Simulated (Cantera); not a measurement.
A closed system holds: 1 mol TEOS, 0.24 mol CO2, 13 mol N2, held at 46000 Pa.

Cantera equilibrium calculation (NASA polynomials, part measured and part estimated; ideal gas, pure solids and liquids). Candidate condensed phases: C, C6H6, C7H8, C8H18, H2O, Si, SiC, SiO2, Si2N2O, Si3N4; 151 gas species. The feed counts by its element totals alone. Rates play no part.

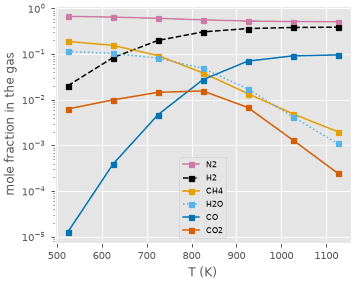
*Equilibrium gas composition (values under 1e-9 drawn at 1e-9)*

Question: Read off the mole fractions at 525 K.

Answer: N2 about 0.67, CH4 about 0.19, H2O about 0.11, H2 about 0.020, CO2 about 0.0063, CO about 1.3e-5.
